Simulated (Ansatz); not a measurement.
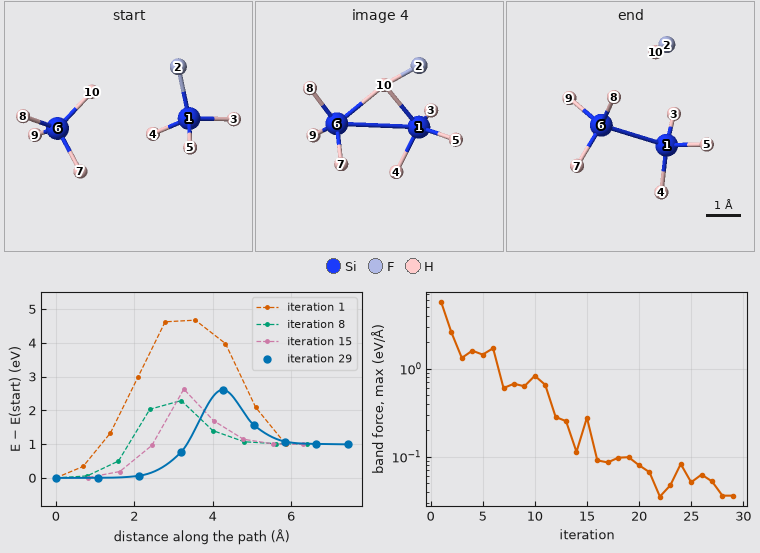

A nudged-elastic-band calculation for Si₂H₇F, made up at the start of SiH$_{3}$F and SiH$_{4}$. Images are numbered from 0 (start) to 8 (end). The plot follows the band through its iterations. A ball-and-stick model, seen at a tilt.

Theory: RKS PBE0/def2-SVP (Ansatz 0.2.0). Run with 7 movable images; climbing image; force threshold 0.05 eV/Å; iteration limit 60; starting path through a guess of the saddle point.

How did the profile develop, and is the result final?

The result is final at these settings. The band converged in 29 iterations. The largest component of the band force went from 5.8 to 0.036 eV/Å. The climbing image converged on the top of the path. Its vibrational analysis gives one imaginary mode (1143i cm⁻¹), as a transition state must have. The first iteration put the highest image at 4.67 eV. Forward barrier 2.61 eV, backward barrier 1.62 eV, with image 4 at the top; the reaction energy is +0.99 eV.

Limits of the set-up: the start holds two separate molecules, 2.8 Å apart at their closest, whose relative position is a soft coordinate and is computed without a dispersion correction.
